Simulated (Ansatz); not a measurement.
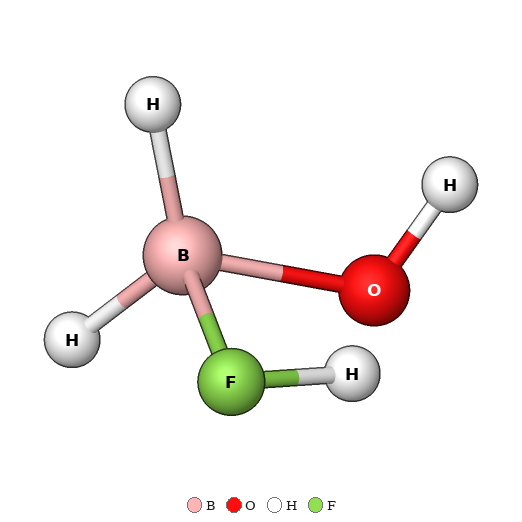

Sticks follow a distance rule. Harmonic vibrations computed with RKS PBE0-D4/def2-TZVP (Ansatz 0.2.0) at a stationary point of the same level.

Q: How many imaginary frequencies does it have?

A: A first-order saddle point: one imaginary frequency, 851i cm⁻¹.

Q: How many vibrational modes are there, and where do they lie?

A: 15 modes: 851i, 530, 601, 773, 819, 827, 963, 1100, 1176, 1243, 1263, 2033, 2583, 2683, 3875 cm⁻¹.
